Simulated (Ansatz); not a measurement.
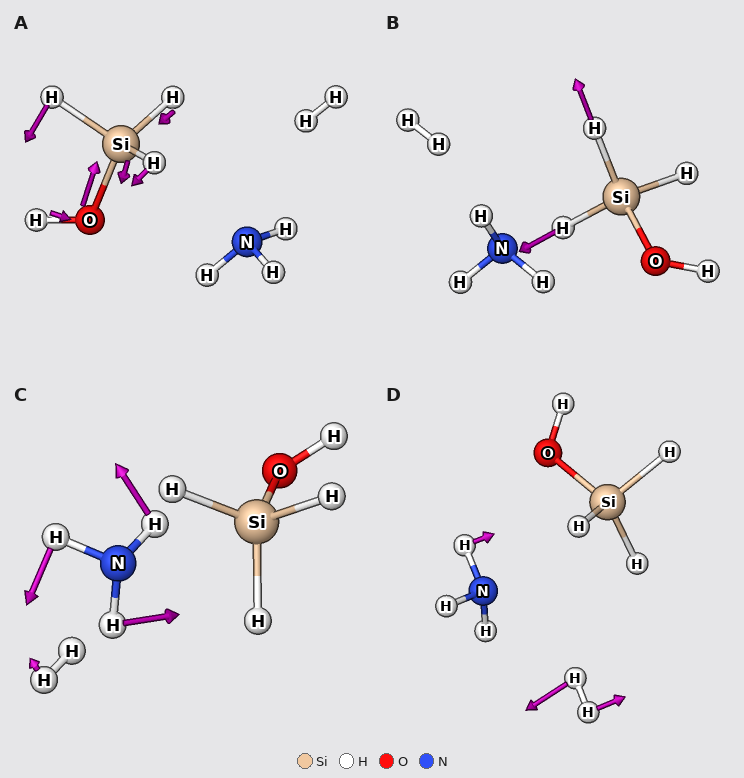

4 normal modes of one molecule or complex, as arrows. Harmonic vibrations computed with RKS PBE0-D4/def2-TZVP (Ansatz 0.2.0) at a stationary point of the same level.

Match the panels to the wavenumbers 91 cm⁻¹, 276 cm⁻¹, 849 cm⁻¹, 2248 cm⁻¹.

Answer. A: 849 cm⁻¹, O–Si stretching
B: 2248 cm⁻¹, in-phase stretching of 2 Si–H bonds
C: 91 cm⁻¹
D: 276 cm⁻¹
